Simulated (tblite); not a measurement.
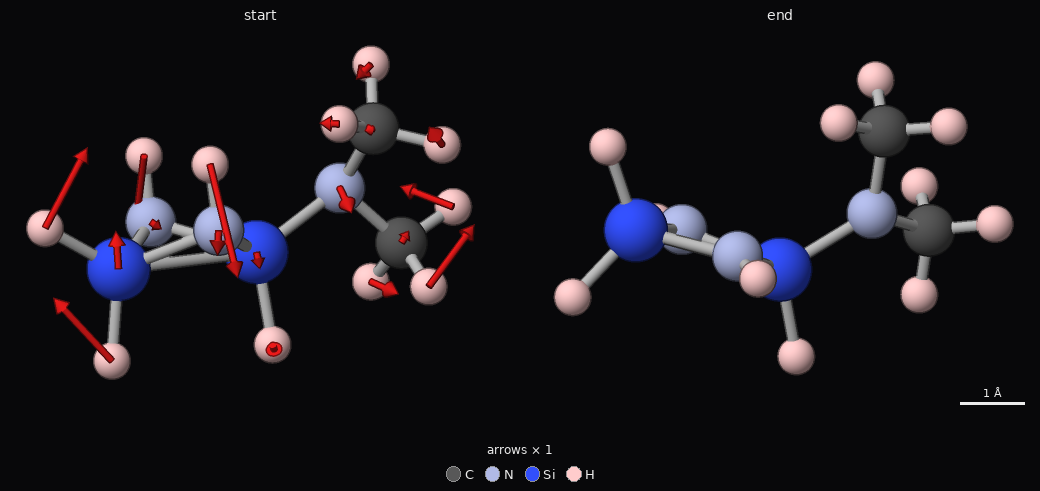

The structure of C₂H₁₁N₃Si₂ before (left) and after (right) a relaxation, at one scale. The red arrows give the displacements, at their true length.

The picture is a ball-and-stick view, seen at a tilt.

The calculation used tblite, GFN2-xTB geometry optimisation, gas phase. 

> Summarise the run.

The largest move after the best rigid fit is that of an H atom, 1.96 Å. Largest moves by element: H 1.96 Å, N 0.62 Å, Si 0.62 Å, C 0.23 Å. Some distances before and after: Si–Si 2.425 → 2.588 Å, N–Si 1.797 → 1.734 Å, H–N 1.062 → 1.002 Å, N–Si 1.762 → 1.707 Å. Bond angles that change, for instance: Si–Si–H 94.2° → 120.1°, Si–N–H 106.6° → 130.5°, Si–N–H 106.5° → 130.1°. The energy falls by 183.1 kJ/mol in 131 geometry steps. Cost: 1.1 s on 1 thread of Arm Neoverse V1 (shared host).
